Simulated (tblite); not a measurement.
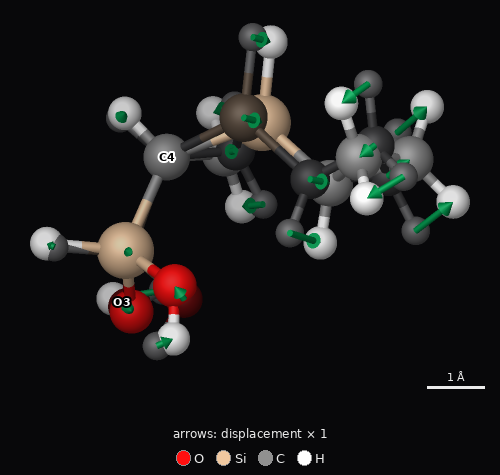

A relaxation of C$_{5}$H$_{12}$O$_{2}$Si$_{2}$. The starting structure is drawn faded, the final one solid; green arrows show the displacements, at their true length. The two geometries are superimposed by the best rigid fit.

Style: ball-and-stick. Shown from a free direction.

Method: GFN2-xTB geometry optimisation, gas phase (tblite 0.8.0). 

Q: What did the optimiser do to the structure, and how much energy did it gain?

A: Over 164 geometry steps the energy falls by 85.3 kJ/mol. An H atom moves most after the best rigid fit: 1.09 Å. Largest moves by element: H 1.09 Å, C 0.60 Å, Si 0.54 Å, O 0.35 Å. Some distances before and after: O–Si 1.734 → 1.624 Å, O–Si 1.719 → 1.638 Å, C–Si 1.837 → 1.889 Å, H–O 0.997 → 0.954 Å. Bond angles that change, for instance: Si–O–H 107.6° → 118.5°, C–Si–C 110.3° → 120.3°, Si–C–C 110.5° → 120.0°. Groups turn about O–Si by about 75°, C–Si by about 45°, O–Si by about 30°.
